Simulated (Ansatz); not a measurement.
**Run report: C2H5Cu, single-point calculation**

The run: single-point calculation of C2H5Cu (Cu(C2H4)H). Method and program: RKS PBE0-D4/def2-TZVP (Ansatz 0.2.0).

The geometry comes from this level: r2SCAN-D4/def2-TZVP.

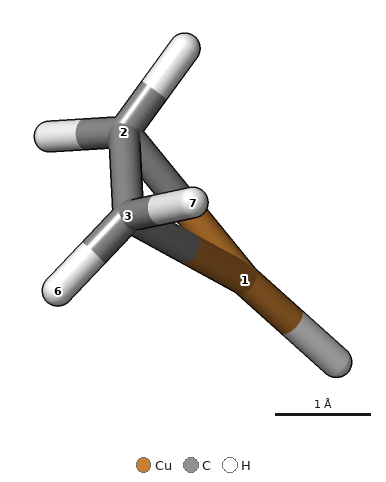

**Figure 1.** The structure as given in the input (stick view, seen at a tilt; atoms are numbered from 1 in the order of the input). Sticks mark near contacts.

## The input
```yaml
crystal:
  periodic: [false, false, false]
  atoms:
    - {symbol: Cu, position_ang: [-0.003024, 0.004481, -1.315304]}
    - {symbol: C, position_ang: [-0.386184, 0.559494, 0.638581]}
    - {symbol: C, position_ang: [0.387896, -0.562077, 0.632555]}
    - {symbol: H, position_ang: [0.053609, 1.548703, 0.723854]}
    - {symbol: H, position_ang: [-1.467074, 0.499172, 0.723794]}
    - {symbol: H, position_ang: [-0.051302, -1.552035, 0.712865]}
    - {symbol: H, position_ang: [1.469267, -0.502575, 0.712940]}
    - {symbol: H, position_ang: [-0.003177, 0.004837, -2.829286]}
basis:
  gaussian: {orbitals: def2-TZVP, initial_orbitals: start.molden}
hamiltonian: {xc: pbe0, dispersion: d4}
scf: {omitted_lower_state_checks: [starts]}
output: {orbitals: {seedname: orbitals}}
```

Run as:
```bash
ansatz run in.yaml --threads 4 --pin off --events-out ev --progress --plain --max-ram 3916MiB
```

## What the program printed
```
Functional definition: PBE0
  name "PBE0"
  cite "Adamo & Barone, J. Chem. Phys. 110, 6158 (1999) doi:10.1063/1.478522"
  cite "Perdew, Burke & Ernzerhof, Phys. Rev. Lett. 77, 3865 (1996) doi:10.1103/PhysRevLett.77.3865"
  parent pbe
  parameter a = 0.25
  parameter kappa = 0.804
  parameter beta = 0.06672455060314922
  exchange = (1 - a)*pbe_x(kappa = kappa, mu = beta*pi^2/3) + a*exact_x
  correlation = pbe_c(beta = beta)
these checks for a lower state are left out or cut short: starts
1122 factors; their error is unknown
mean field evaluation 1: about -46785.0832 eV, gradient 1.0e2 eV
mean field evaluation 2: about -46786.8943 eV, gradient 3.1e0 eV
mean field evaluation 4: about -46786.9724 eV, gradient 4.1e-1 eV
mean field evaluation 8: about -46786.9726 eV, gradient 1.1e-5 eV
mean field -46786.97263963 eV, -1719.3895311573 hartree, gradient 1.1e-5 eV, S^2 0.000000; 0 other end points of the search recorded, 0 dependent functions left out
reference -46786.97267750 eV, -1719.3895325488 hartree; 23, 23 occupied and 114, 114 virtual orbitals, 1122 factors
Total energy: -46787.07512398 eV, -1719.3932973878 hartree
Checks for a lower state left out: starts
```

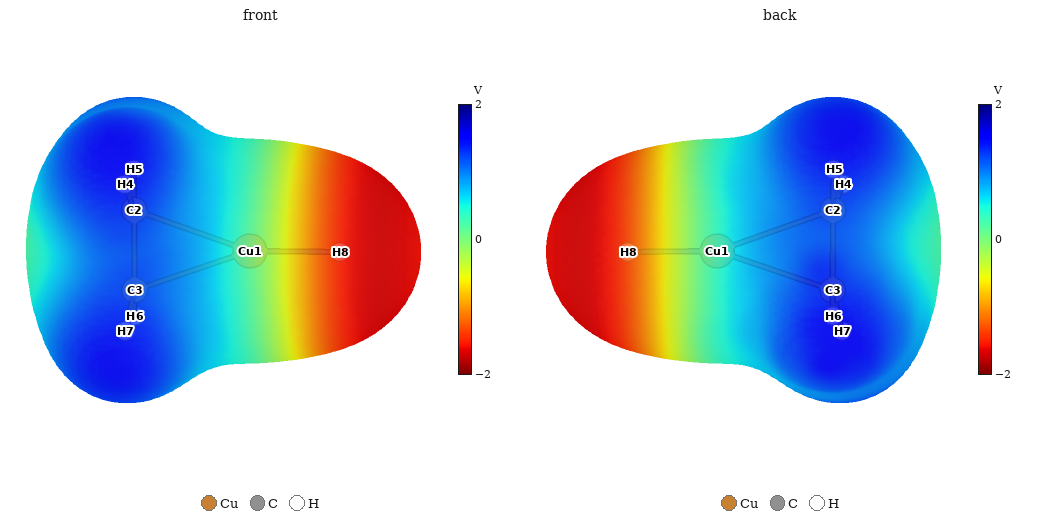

**Figure 2.** The electrostatic potential painted on the density surface at 0.002 e/bohr³, seen face on and from behind; red is negative and blue positive.

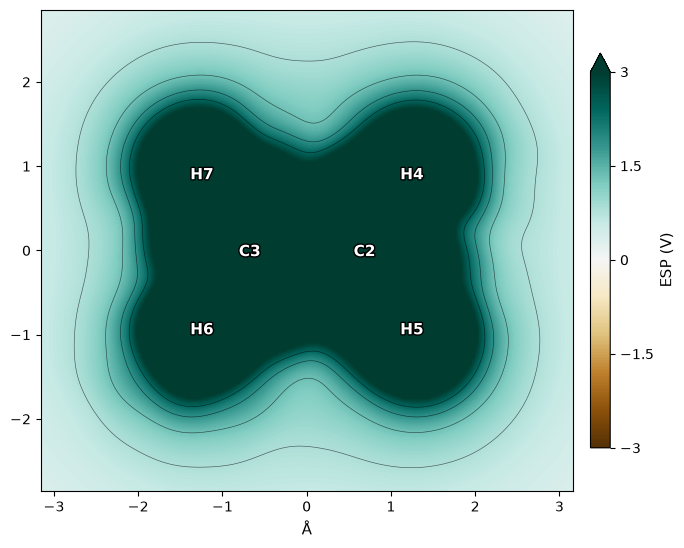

**Figure 3.** Electrostatic potential on the plane of atoms C3, C2 and H5. Atoms in the plane: C and H. The potential has no marked negative region in this plane.

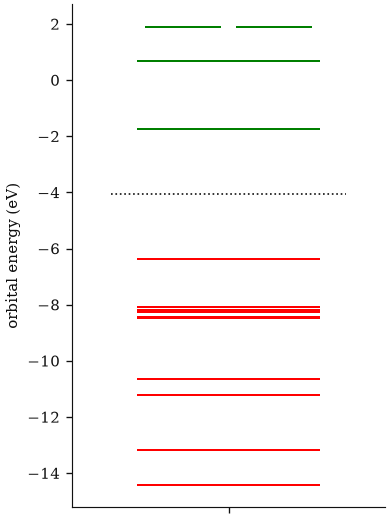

**Figure 4.** Orbital energies near the frontier; the dotted line parts filled from empty levels, and levels within 0.02 eV of each other stand side by side. Highest filled −6.38 eV, lowest empty −1.73 eV, 4.65 eV apart.

## Results in brief

```tsv
quantity	value
outcome	converged
total energy	−46787.0751 eV
mean-field energy	−46786.9727 eV
dispersion energy	−0.1024 eV
SCF solution under orbital rotations	stable
HOMO	−6.38 eV
LUMO	−1.73 eV
hardware	4 threads of Arm Neoverse V1, 23 GiB of memory available, shared host
wall time	1.7 s (CPU time 5.9 s)
peak memory	0.27 GiB
```
